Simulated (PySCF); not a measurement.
## Electronic structure of C3H7FGeO2 in real space

Input file:

```
{"job": {"kind": "uv", "xc": "wB97X-D", "basis": "def2-SVPD", "nstates": 8, "ntriplets": 3}, "charge": 0, "multiplicity": 1}
C      2.317931     0.749686    -0.604733
O      1.864562    -0.512689    -0.147392
Ge     0.224155    -1.051868     0.097022
O     -0.889610    -0.438712    -1.217277
C     -1.932673     0.016803    -0.360410
C     -1.289605    -0.032492     1.024390
F     -2.033488    -0.698329     1.957991
H      3.268827     0.579127    -1.110678
H      1.614434     1.200513    -1.307432
H      2.475904     1.427324     0.236920
H      0.456998    -2.547185     0.163617
H     -2.790371    -0.658378    -0.408357
H     -2.241277     1.017273    -0.667793
H     -1.046465     0.948454     1.442067
```

Command:

```sh
OMP_NUM_THREADS=1 python probes_run.py task.json out
```

Geometry: GFN2-xTB.

All numbers below come from wB97X-D/def2-SVPD, SCF density, gas phase (PySCF).

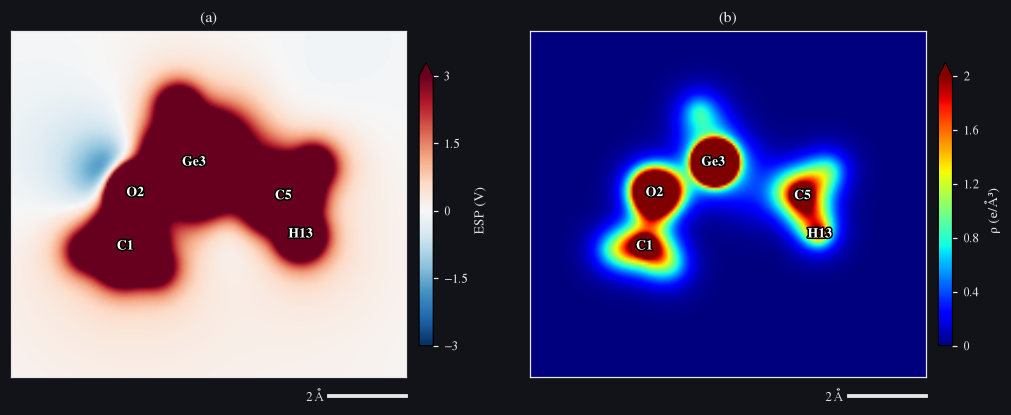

Figure 1. (a) molecular electrostatic potential; (b) total electron density on the plane of atoms C1, O2 and Ge3.

### Describe what can be read from this map.

The plane passes through C, O, Ge and H nuclei.
C–O (1.42 Å): the density is about 2 e/Å³ at the midpoint, with its minimum of 1.7 e/Å³ about 0.5 Å from C.
Ge–O (1.74 Å): ρ at the midpoint is about 1 e/Å³.
C–H (1.09 Å): the density is about 2 e/Å³ at the midpoint.
Outside the dense part of the molecule the potential is most negative (−1.6 V) near O2.

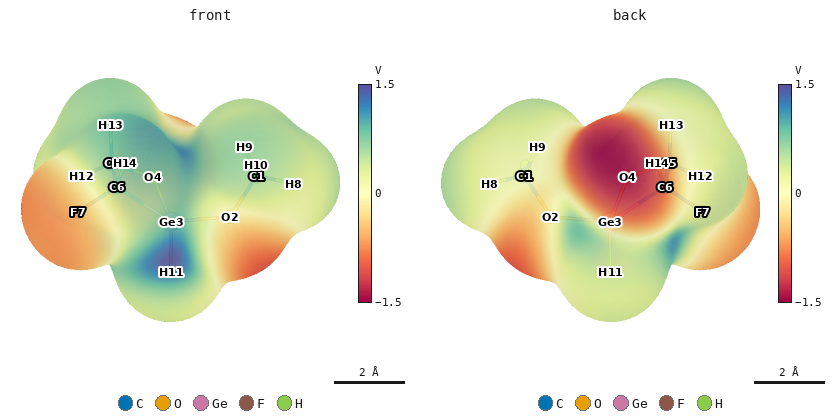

Figure 2. The electrostatic potential painted on the density surface at 0.001 e/bohr³, seen from the front and from behind; red is negative and blue positive.

### Describe the electrostatic potential map.

The most negative region (about −1.4 V) lies over O4, the most positive (about +1.4 V) over Ge3. O4 is the likeliest acceptor of a hydrogen bond.

### What dipole moment does the calculation give?

Its dipole moment is 1.63 D.
